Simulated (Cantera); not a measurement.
A closed system holds: 1 mol Fe2O3, 39 mol H2, 16 mol N2, at 6.00 bar.

Method: chemical equilibrium by Gibbs-energy minimisation in Cantera with the NASA 1993 tables (ideal gas, pure condensed phases). Candidate condensed phases: Fe, FeO, Fe(OH)2, Fe(OH)3, Fe2O3, Fe3O4, H2O; 27 gas species. Kinetics and transport are ignored.

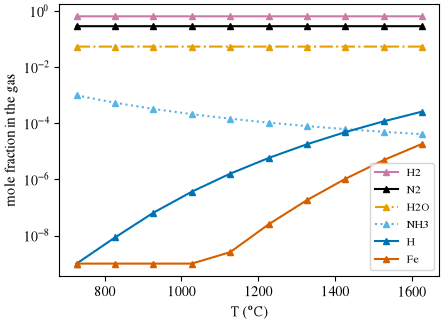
Equilibrium gas composition (values under 1e-9 drawn at 1e-9)

Read off the mole fractions at 1427 °C.

H2 about 0.65, N2 about 0.29, H2O about 0.055, NH3 about 6.2e-5, H about 4.9e-5, Fe about 1.0e-6.
